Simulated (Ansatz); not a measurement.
## Optical response of Ba2BiSb2: ground state and bands

Ansatz 0.2.0; DFT, PBE, plane-wave PAW, default files, scalar-relativistic, ground state.

First the ground state: is it a metal or has it a gap?

File input.yaml:

```yaml
crystal:
  lattice:
    - [-2.4013, 3.8439, 4.95]
    - [2.4013, -3.8439, 4.95]
    - [2.4013, 3.8439, -4.95]
  atoms:
    - { symbol: Bi, position: [0.0, 0.0, 0.0] }
    - { symbol: Ba, position: [0.27979, 0.77979, 0.5] }
    - { symbol: Ba, position: [0.72021, 0.22021, 0.5] }
    - { symbol: Sb, position: [0.2984, 0.5, 0.7984] }
    - { symbol: Sb, position: [0.7016, 0.5, 0.2016] }
kpoints:
  mp_grid: { grid: [6, 6, 6] }
  band_path:
    path:
      - [[0.0, 0.0, 0.0], [-0.3088332, 0.3088332, 0.3088332], [-0.20958891, 0.20958891, 0.40807749], [0.0, 0.0, 0.5], [0.25, 0.25, 0.25], [0.0, 0.5, 0.0], [0.3088332, 0.6911668, -0.3088332], [0.5, 0.5, -0.5], [0.0, 0.0, 0.0], [0.40075571, -0.40075571, 0.40075571], [0.5, 0.0, 0.0], [0.25, 0.25, 0.25]]
      - [[0.20958891, -0.20958891, 0.59192251], [0.40075571, -0.40075571, 0.40075571]]
      - [[0.59924429, 0.40075571, -0.40075571], [0.5, 0.5, -0.5]]
    npoints: 4
scf:
  occupations: { method: fermi_dirac, width: 0.05 }
  n_extra_bands: 9
hamiltonian:
  xc: pbe
  pseudopotentials: { kind: paw }
output:
  forces: true
  stress: true
  populations: true
  write_bands: true
  write_density: true
  write_potential: true
  elf: true
  volumetric_format: npy
```

Started as:

```
ansatz run input.yaml --threads 4 --pin off --max-ram 8192MiB --backend cpu --events-out ev --progress --plain --runs-dir out
```

**Question.** What does this run give for the electronic bands?

The cell holds 65 valence electrons, an odd number, so without spin polarisation at least one band is left partly filled and the system must be a metal.

Read-outs, printed or worked out from the files:

* volume: 182.8 Å³
* gap on the path: 0 eV

Electronic bands along the path, in eV, zero at the Fermi level; # counts the bands kept:

```
     point     #6     #7     #8     #9    #10   #11   #12   #13
         Γ  -1.78  -1.51  -0.75  -0.75  -0.65  0.36  1.14  2.47
         X  -2.28  -1.60  -1.24  -1.13   1.05  1.63  2.04  2.17
         L  -2.20  -1.41  -1.41  -1.01   0.09  1.43  1.99  2.43
         T  -2.15  -1.65  -1.47  -1.34  -0.76  0.89  2.39  2.51
         W  -2.10  -1.69  -1.34  -1.16  -0.71  0.60  1.20  3.25
         R  -2.16  -1.49  -1.38  -1.24   1.16  1.66  2.22  2.55
        X1  -2.28  -1.60  -1.24  -1.13   1.05  1.63  2.04  2.17
         Z  -2.12  -1.18  -0.42  -0.16  -0.01  0.28  1.09  1.23
         Γ  -1.78  -1.51  -0.75  -0.75  -0.65  0.36  1.14  2.47
         Y  -2.08  -1.26  -0.87  -0.43   0.32  0.82  1.13  1.48
         S  -2.16  -2.07  -1.38  -0.15   0.32  0.91  1.53  1.82
         W  -2.10  -1.69  -1.34  -1.16  -0.71  0.60  1.20  3.25
jump to L1  -2.20  -1.41  -1.41  -1.01   0.09  1.43  1.99  2.43
         Y  -2.08  -1.26  -0.87  -0.43   0.32  0.82  1.13  1.48
jump to Y1  -2.08  -1.26  -0.87  -0.43   0.32  0.82  1.13  1.48
         Z  -2.12  -1.18  -0.42  -0.16  -0.01  0.28  1.09  1.23
```

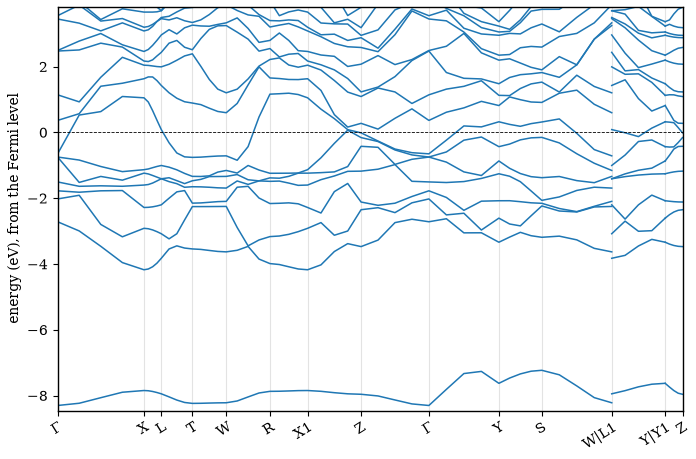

Electronic bands along the path.

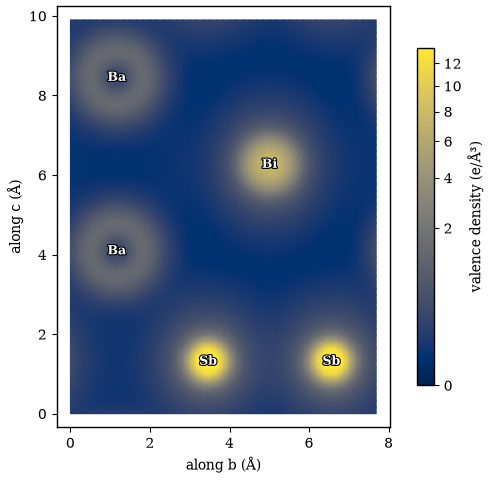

Valence density in the bc plane of the conventional cell at fractional x = 0.000, with atoms of Bi and Ba and Sb within 0.2 Å of it. It is the smooth field of the valence electrons, not physical close to the nuclei. The map starts off the cell's origin, so that atoms lie inside it. The colour scale is stretched toward low values.

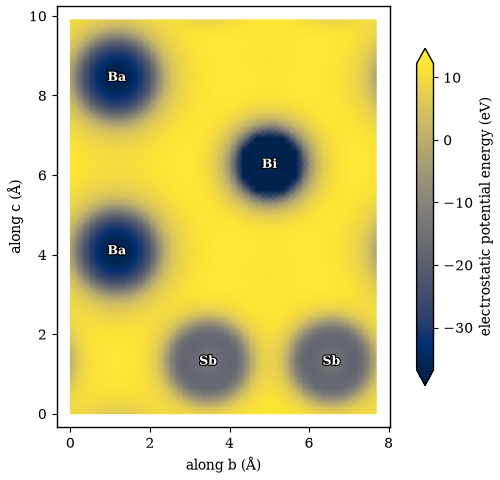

Electrostatic potential energy in the bc plane of the conventional cell at fractional x = 0.000, with atoms of Bi and Ba and Sb within 0.2 Å of it. With pseudopotentials it is smooth inside the atoms' cores, unlike the true potential.

[Logs are printed without paths, hosts, clocks, repeated set-up lines and the standing remarks that a program may print on its own settings, such as how far it seeks lower states.]

[Hosts, paths, dates, database ids (printed as entryN), source tags and the programs' standing remarks are cut or masked in the printed files.]
